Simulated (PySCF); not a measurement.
Vertical excitations of a molecule C₄H₆BFO from TDA-LC-ωPBE/def2-SVPD (PySCF 2.14.0), as energy in eV (oscillator strength): 7.38 (0.006), 7.60 (0.237), 7.87 (0.000), 8.40 (0.011), 8.43 (0.000), 8.53 (0.326), 8.64 (0.006), 8.80 (0.026), 9.19 (0.001), 9.31 (0.000). Lowest triplet (TDA): 4.19 eV. Geometry: B3LYP-D3(BJ)/def2-SVP. The values are those of a single conformer.

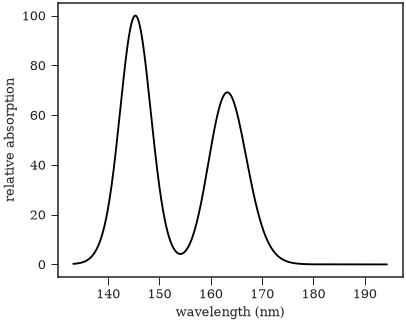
Figure. The lines broadened by 0.4 eV.

Task: Which structure fits?
A. FB1CC=CCO1
B. CB(O)C=C=CF
C. OB1CC=C[C@H]1F
D. O=C[C@H]1CCB1F

Result: A, FB1CC=CCO1
